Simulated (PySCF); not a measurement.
# C$_{3}$H$_{3}$F$_{3}$S, charge +1, doublet, SMILES `[CH2][CH+]SC(F)(F)F`: electronic structure

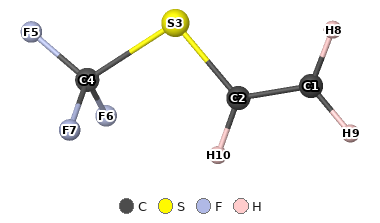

The molecule, with its atoms numbered as below. No frequency check shows the geometry to be a minimum.

Coordinates in Å:

```
C1       2.9960   -0.2238    0.0004
C2       1.6572   -0.4253    0.0004
S3       0.5634    0.9024   -0.0012
C4      -1.0924   -0.0867    0.0010
F5      -2.0783    0.7631   -0.0054
F6      -1.1107   -0.8481   -1.0718
F7      -1.1146   -0.8370    1.0779
H8       3.4351    0.7640   -0.0012
H9       3.6789   -1.0627    0.0022
H10      1.2391   -1.4258    0.0011
```

Part 1: Bonding charge

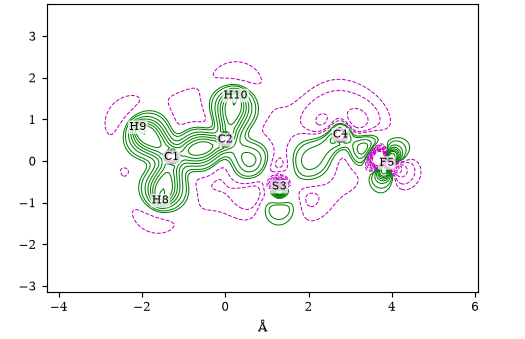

Deformation density (molecule less spherical, spin-averaged free atoms) in a plane through 8 of the atoms; contours at ±0.05 to ±0.8 e/Å³; solid green lines: gain, dashed magenta lines: loss.

Level of theory: B3LYP/def2-SVP (PySCF), at a geometry from GFN2-xTB. The stability of the open-shell solution wasn't checked. GFN2-xTB doesn't know the spin state, so this open-shell geometry is rough.

Question: How much density has each bond in this plane gained at its critical point, relative to the free atoms?

Answer: C1–H8: +0.78 e/Å³ at the bond critical point (bond length 1.08 Å, Mayer order 1.0). C1–H9: +0.78 e/Å³ at the bond critical point (bond length 1.08 Å, Mayer order 0.9). C2–H10: +0.77 e/Å³ at the bond critical point (bond length 1.08 Å, Mayer order 0.9). C1–C2: +0.70 e/Å³ at the bond critical point (bond length 1.35 Å, Mayer order 1.6). C2–S3: +0.35 e/Å³ at the bond critical point (bond length 1.72 Å, Mayer order 1.3). S3–C4: +0.28 e/Å³ at the bond critical point (bond length 1.93 Å, Mayer order 0.9). C4–F5: +0.25 e/Å³ at the bond critical point (bond length 1.30 Å, Mayer order 1.2). In all, 1.9 electrons gather in the regions of gain relative to the promolecule of neutral atoms (the regions of loss give up this much and the cation's charge besides).

Question: Where do the Hirshfeld charges lie?

Answer: The highest Hirshfeld charge is on S3 (+0.35 e), the lowest on F6 and F7 (−0.03 e).

```
atom  charge (e)
  C1       +0.09
  C2       +0.03
  S3       +0.35
  C4       +0.30
  F5       −0.02
  F6       −0.03
  F7       −0.03
  H8       +0.10
  H9       +0.12
 H10       +0.09
```

Part 2: Bond critical points

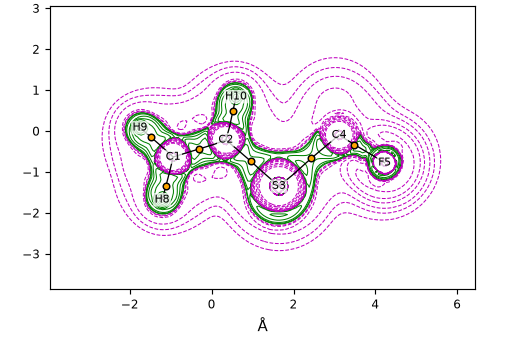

Negative Laplacian of the density (−∇²ρ) in a plane through 8 of the atoms (solid green lines positive, dashed magenta lines negative, contours at ±0.02 to ±8 a.u.), with bond paths and bond critical points (dots).

Question: Sort the bonds in the plane by the sign of ∇²ρ at their critical points.

Answer: Concentrated (∇²ρ < 0): C1–C2 (−0.92 a.u.); C4–F5 (−0.18 a.u.); C1–H8 (−1.21 a.u.); C1–H9 (−1.22 a.u.); C2–H10 (−1.19 a.u.); C2–S3 (−0.49 a.u.); S3–C4 (−0.23 a.u.). At none is it depleted.

Question: Where along C1–H9 does the critical point lie?

Answer: 0.73 Å from C1 and 0.35 Å from H9.

Part 3: Local ionisation energy

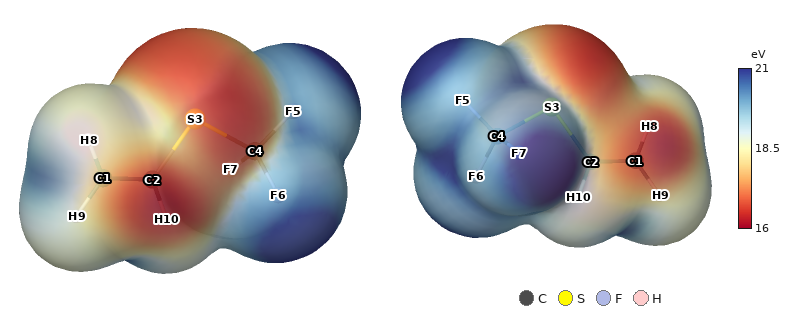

Average local ionisation energy on the surface of electron density 0.001 a.u. (back view left, front view right).

Question: Where are the most loosely bound electrons on this surface?

Answer: The lowest value is 16.2 eV, over C1, off the plane of its three bonds (1.9 Å), and at like points elsewhere. Further minima include 16.4 eV, 2.1 Å from S3, and at like points elsewhere; 19.6 eV, 1.6 Å from F6. For comparison, the highest occupied orbital lies at −13.9 eV.

Question: What volume does the surface enclose?

Answer: About 115 Å³.

Part 4: Spin density

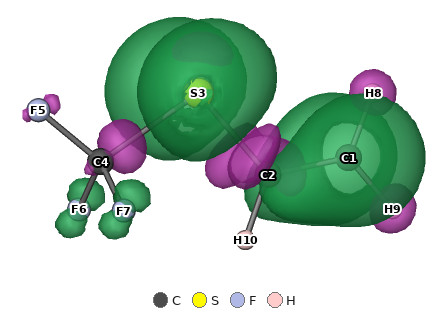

Spin density ρα − ρβ at ±0.01 e/Å³ (green: excess α, purple: excess β).

Question: How is the spin shared among the atoms?

Answer: Hirshfeld spin populations: S3 +0.51, C1 +0.35 and C2 +0.08. ⟨S²⟩ = 0.76, against 0.75 for a pure state. The picture also shows regions of β spin from spin polarisation; the Hirshfeld sums, whose atoms overlap, net them against the α spin of neighbours.

Part 5: In an electric field

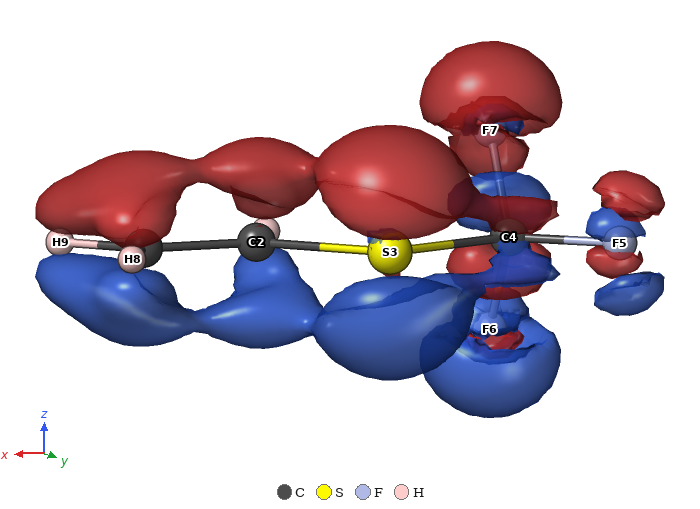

Change of the electron density in a uniform field of 0.21 V/Å, surfaces at ±0.0015 e/Å³ (blue: gain, red: loss).

Level of theory: PBE0/def2-SVP (PySCF), at a geometry from GFN2-xTB. A basis without diffuse functions makes polarisabilities too small. The stability of the open-shell solution wasn't checked. GFN2-xTB doesn't know the spin state, so this open-shell geometry is rough.

Question: Along which Cartesian direction does the field point?

Answer: Along +z: electrons gather on the −z side, against the field.

Question: What dipole is induced, and what polarisability does it imply?

Answer: The induced dipole is 0.28 D (along the field); α along this axis, from the fields in both directions, is 28 bohr³ (4.1 Å³).

Question: Which atoms gain and lose the most charge?

Answer: Electrons gather most on F6 (Hirshfeld charge changes by −0.006 e) and leave F7 most (+0.007 e); 0.035 electrons are displaced in all.

Part 6: Removing or adding an electron

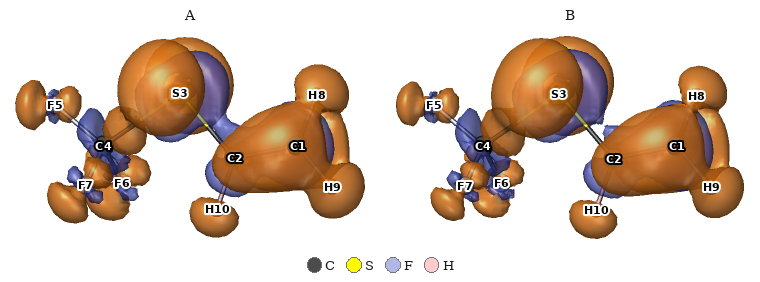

The two Fukui functions at ±0.02 e/Å³ (orange positive, blue negative).

Level of theory: TPSSh/6-311G** (PySCF), at a geometry from GFN2-xTB. GFN2-xTB doesn't know the spin state, so this open-shell geometry is rough.

Question: Why do the two look alike?

Answer: The electron leaves from or enters the same singly occupied orbital. A is f⁻, B is f⁺. f⁻ (Hirshfeld-condensed) is largest on S3 (0.31) and C1 (0.22); the vertical ionisation energy is 16.21 eV (to the singlet dication, which needn't be its lowest state). f⁺ (Hirshfeld-condensed) is largest on S3 (0.35) and C1 (0.20); the vertical electron affinity is 8.63 eV (to the singlet neutral species, which needn't be its lowest state; rough: the basis has no diffuse functions).

The PySCF runs shown took 33 s, 70 s and 3.7 min on 1 thread of Arm Neoverse V1, on a shared host.
